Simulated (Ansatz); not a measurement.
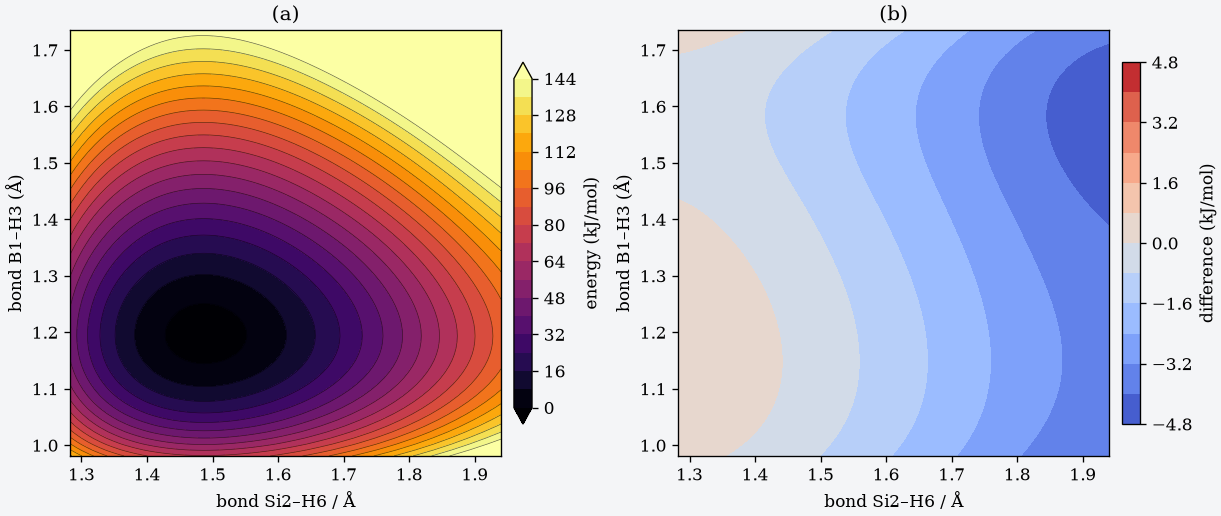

BH5Si, SMILES B[SiH3]. 
- Two internal coordinates are moved rigidly from the geometry relaxed at PBE0-D4/def2-TZVP, all others fixed.
- First axis: bond Si2–H6. Second axis: bond B1–H3.
- The scan uses a 7 × 7 grid.
- Points are written as (first, second).
- All energies are given in kJ/mol relative to each map's own lowest point.
- All numbers below come from RHF-CCSD(T), frozen core/def2-TZVPP (Ansatz 0.2.0).

Panel (a): RHF-CCSD(T), frozen core/def2-TZVPP in Ansatz. Panel (b): the map at RKS r2SCAN-D4/def2-TZVPP in Ansatz less the map of (a), each from its own lowest point.

> How does the change of method alter the landscape?

The difference runs from −4.5 kJ/mol at (1.940 Å, 1.576 Å) to 0.6 kJ/mol at (1.283 Å, 1.162 Å). The interpolated minimum moves from 1.4870 to 1.4910 Å in bond Si2–H6 and 1.1945 to 1.1949 Å in bond B1–H3.
